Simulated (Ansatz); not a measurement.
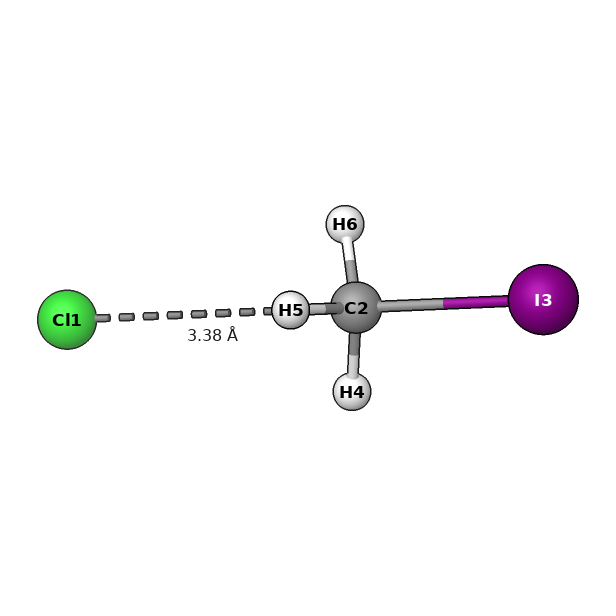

Two molecules or ions; the broken line marks their closest contact (measured against van der Waals radii). The species has charge −1 and is a spin singlet. Geometry: a pair of rigid molecules at a changed separation. Program: Ansatz 0.2.0.

### Which two species are they?

Cl and CH3I (`CI.[Cl-]`).

Give the counterpoise-corrected interaction energy (kJ/mol, monomers kept as in the pair) with RHF-CCSD(T) (frozen core)/def2-TZVPPD; ωB97M-V/def2-TZVPPD.

```
                                level  interaction energy (kJ/mol)
RHF-CCSD(T) (frozen core)/def2-TZVPPD                        −42.6
                  ωB97M-V/def2-TZVPPD                        −45.0
```
